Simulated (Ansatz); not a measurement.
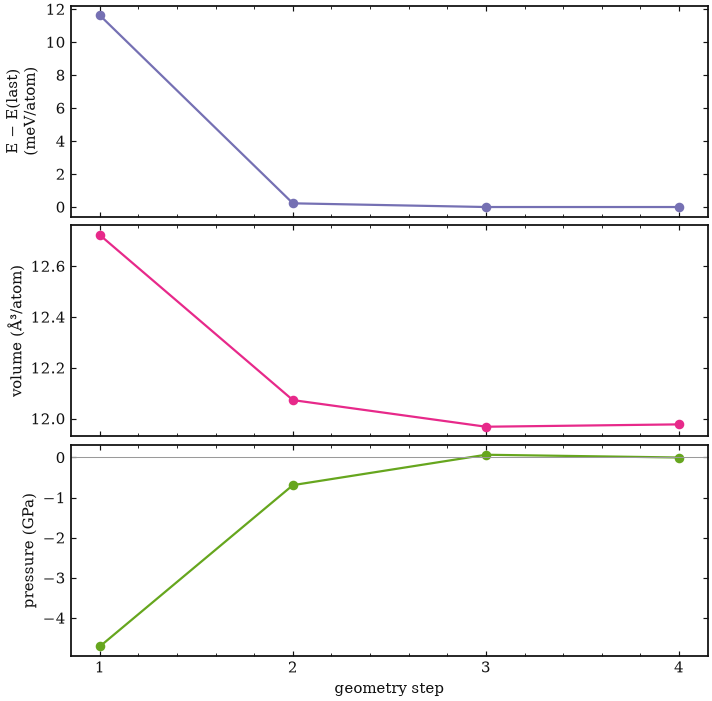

History of a geometry optimisation. Atoms and cell relax. A closing SCF on a freshly chosen basis isn't drawn.

```
crystal:
  lattice:
    - [2.9412494364, 0.0, 0.0]
    - [0.0, 2.9412494364, 0.0]
    - [0.0, 0.0, 2.9412494364]
  atoms:
    - { symbol: B, position: [0.0, 0.0, 0.0] }
    - { symbol: Mg, position: [0.5, 0.5, 0.5] }
kpoints:
  mp_grid: { grid: [11, 11, 11] }
scf:
  occupations: { method: fermi_dirac, width: 0.05 }
hamiltonian:
  xc: r2scan
  pseudopotentials: { kind: paw }
output:
  forces: true
  stress: true
relax:
  f_tol: 0.005
  max_steps: 80
  cell: {}
accuracy: low
```

Run as:
```bash
ansatz run input.yaml --threads 1 --pin off --max-ram 2048MiB --backend cpu --events-out ev --progress --plain --runs-dir out
```

### How did it end, and what did it gain?

The optimisation met its thresholds at geometry 4, counting the start as the first. The energy fell by about 12 meV/atom from the first step to the last. All forces vanish by symmetry, so only the cell moves.

### What happens to the cell?

The volume shrinks from 12.72 to 11.98 Å³ per atom (−5.9 %), as the pressure goes from −4.7 GPa to about 0 GPa. The start was expanded.

### Is anything amiss with this input?

Its settings were drawn outside the usual range, so the numbers aren't converged properties of the system.
